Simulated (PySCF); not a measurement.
# C$_{3}$H$_{5}$FO$_{2}$Si (SMILES F[C@H]1C=C(O[SiH3])O1): what the fields show

```xyz
12

F     2.7181   -1.2063   -0.0093
C     2.0240   -0.0908    0.3112
C     1.2544    0.5800   -0.7932
C     0.1493    0.2368   -0.1200
O    -1.1338    0.3873   -0.1998
Si   -2.2744   -0.1874    0.8607
O     0.7769   -0.4132    0.9401
H     2.6598    0.5191    0.9608
H     1.5115    1.0775   -1.6981
H    -2.1915   -1.6422    0.9265
H    -2.0557    0.4151    2.1725
H    -3.4374    0.3234    0.1521
```

Geometry: GFN2-xTB.

Computed with CAM-B3LYP/def2-SVPD, SCF density, gas phase (PySCF).

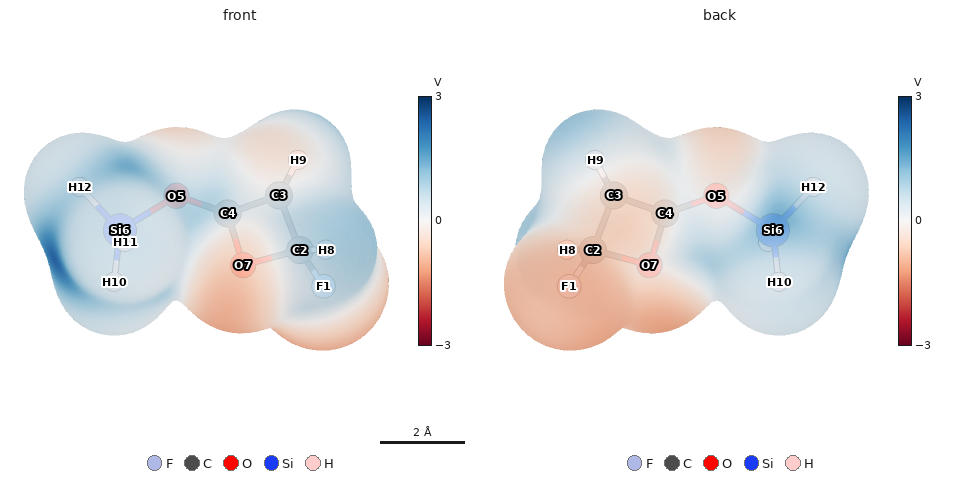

Figure 1. The electrostatic potential painted on the density surface at 0.002 e/bohr³, seen from the front and from behind; the colour scale runs from red (negative) to blue (positive).

**Which sites attract a positive test charge, and which a negative one?**

A positive charge is drawn to the negative regions and a negative charge to the positive ones. The most negative region (about −1.1 V, or −25 kcal/mol for a unit charge) lies over F1 and O7, the most positive (about +2.2 V, or +51 kcal/mol for a unit charge) over Si6.

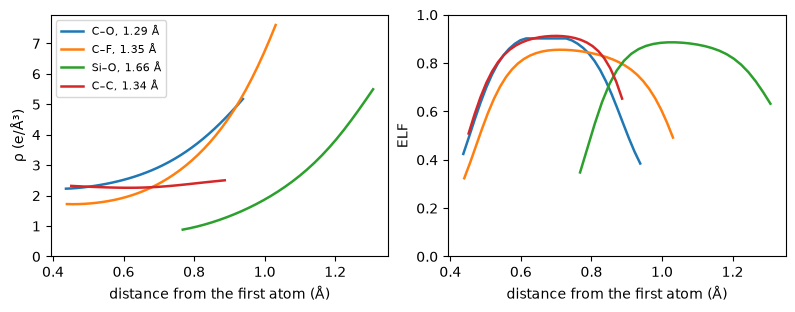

Figure 2. Total electron density and electron localisation function along straight lines between neighbouring atoms. The curves leave out the atomic cores.

**What can be read from the curves?**

C–O (1.29 Å): the density is about 2.7 e/Å³ at the midpoint; the ELF peaks at about 0.90 between the atoms, as expected for a polar covalent bond.
C–F (1.35 Å): ρ at the midpoint is about 2.3 e/Å³, with its minimum of 1.7 e/Å³ about 0.5 Å from C; the ELF peaks at about 0.85 between the atoms (a polar covalent bond).
Si–O (1.66 Å): ρ is about 1.1 e/Å³ halfway; the ELF peaks at about 0.90 between the atoms: a polar covalent bond.
C–C (1.34 Å): the density is about 2.3 e/Å³ at the midpoint; the ELF peaks at about 0.90 between the atoms (a short, multiple covalent bond).
